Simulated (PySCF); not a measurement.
SMILES O=Cc1ccc([SiH3])s1 (C₅H₆OSSi) at its GFN2-xTB optimised geometry (Å):

```
14

O     -2.5319    -2.4032     0.0006
C     -1.3252    -2.4426     0.0001
C     -0.4412    -1.3045     0.0000
C      0.9370    -1.3045     0.0000
C      1.4762    -0.0154     0.0000
C      0.5294     0.9802     0.0001
Si     0.7935     2.8431    -0.0054
S     -1.0602     0.3175    -0.0010
H     -0.7792    -3.4086    -0.0002
H      1.5227    -2.2070     0.0000
H      2.5319     0.1914     0.0000
H      2.2387     3.0593     0.0557
H      0.1219     3.4086     1.1639
H      0.2288     3.3863    -1.2404
```

Calculation: CAM-B3LYP/def2-TZVP (PySCF 2.14.0).

Map of the LUMO amplitude (bohr^(-3/2)) on the plane z = 1.0 Å; orbital energy -1.17 eV, overall sign arbitrary:

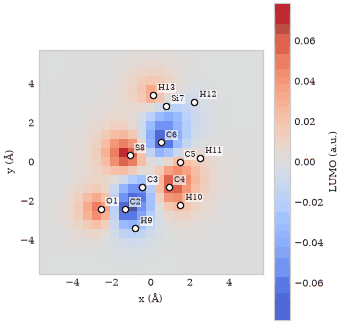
LUMO amplitude (bohr^(-3/2)) on the plane z = 1.0 Å.
